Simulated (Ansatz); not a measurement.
## A computed optical spectrum

Method: Ansatz, PBE, independent particles, without spin-orbit coupling, line width 0.2 eV (Gaussian); metals get a typed carrier damping. The response is along the first axis of the cell.

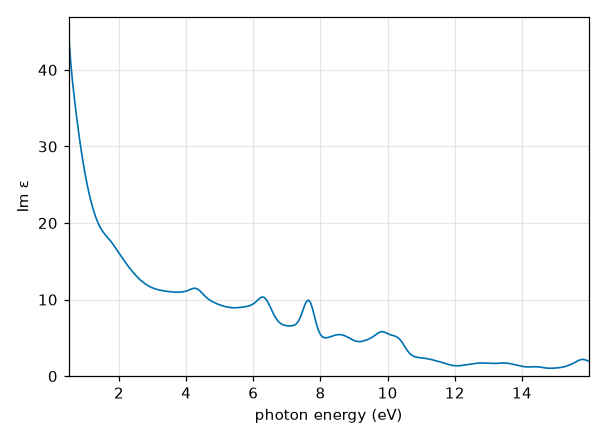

Question: All candidates were run at this level. Which one is shown?
A. Y2CF2 (R-3m)
B. C (Fd-3m)
C. ZrAsPb (P4/nmm)
D. ZrC (Fm-3m)

Answer: D. ZrC (Fm-3m): a metal, with a Drude term, main peak of the conductivity above 1 eV at 7.64 eV. The others: ZrAsPb (P4/nmm), a metal, with a Drude term, main peak of the conductivity above 1 eV at 2.94 eV; C (Fd-3m), least direct gap 5.59 eV, ε∞ = 5.96 along the first axis, strongest peak along the first axis at 11.15 eV; Y2CF2 (R-3m), least direct gap 1.29 eV, ε∞ = 7.93 along the first axis, strongest peak along the first axis at 1.51 eV.

Cells made by substitution are models, which may or may not match a known phase.
